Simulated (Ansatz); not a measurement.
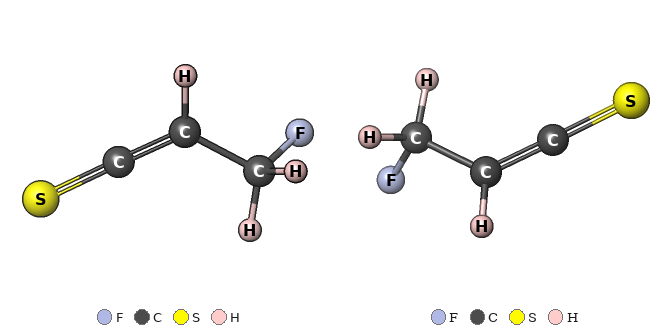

The same structure drawn twice, from different directions.

**Count the atoms of each element.**

C3H3FS, 8 atoms: 3 carbon, 3 hydrogen, 1 fluorine and 1 sulfur.

**How many atoms are distinct by symmetry?**

8: 1 F, 1 C, 1 C, 1 C, 1 S, 1 H, 1 H, 1 H.

**Write the SMILES.**

FCC=C=S

More results for the same structure follow; atom numbers are the same in all pictures, views and colours differ. The geometry was computed by an optimisation with PBE0-D4/def2-TZVP.

**Charges**

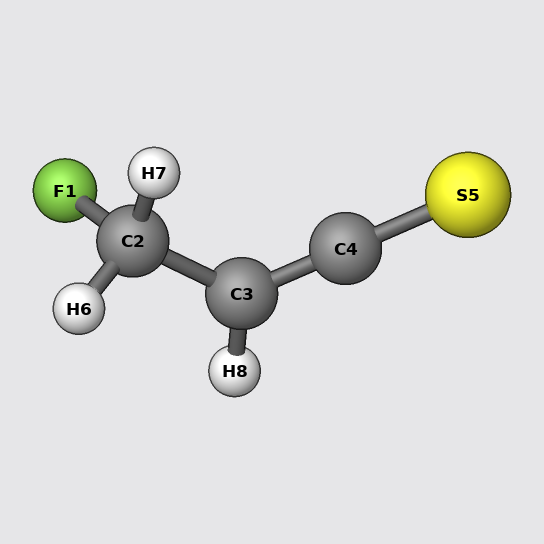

The questions are on Mulliken charges. Properties computed with RKS ωB97M-V/def2-TZVPP (Ansatz 0.2.0).

**Which atom carries the highest charge (most positive or least negative)?**

H8 (0.13 e).

**And the lowest?**

F1 (−0.23 e).

Give the Mulliken charges atom by atom.

```json
{"atom": "F1", "value (e)": "−0.23"}
{"atom": "C2", "value (e)": "0.07"}
{"atom": "C3", "value (e)": "−0.13"}
{"atom": "C4", "value (e)": "0.04"}
{"atom": "S5", "value (e)": "−0.05"}
{"atom": "H6", "value (e)": "0.09"}
{"atom": "H7", "value (e)": "0.08"}
{"atom": "H8", "value (e)": "0.13"}
```

**Electronic properties**

Level of theory: RKS PBE-D4/def2-TZVPP (Ansatz 0.2.0).

**What is the dipole moment?**

1.43 D.

**Estimate the dispersion correction.**

−14.8 kJ/mol.

**What is the HOMO energy (Kohn–Sham orbital)?**

−5.75 eV.

**Give the LUMO energy (Kohn–Sham orbital) at this level.**

−3.31 eV.

**Vibrations**

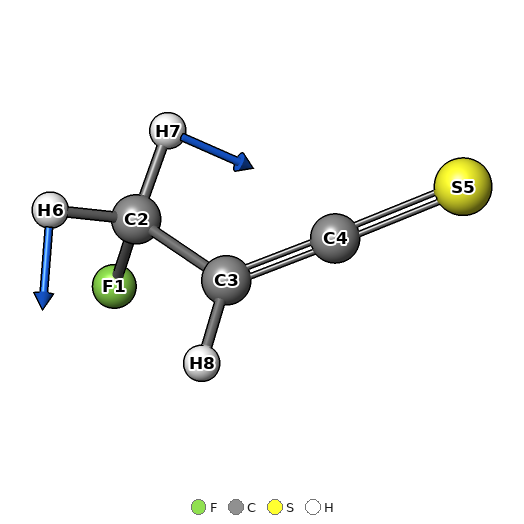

The arrows show one normal mode. Harmonic vibrations computed with RKS PBE0-D4/def2-TZVP (Ansatz 0.2.0) at a stationary point of the same level.

**Describe the motion.**

Mostly H–C–H bending.

**Estimate its harmonic wavenumber.**

1495 cm⁻¹; it is mode 14 of 18 counted from the lowest.

Mulliken values depend strongly on the basis set and can even reverse the polarity of a bond.
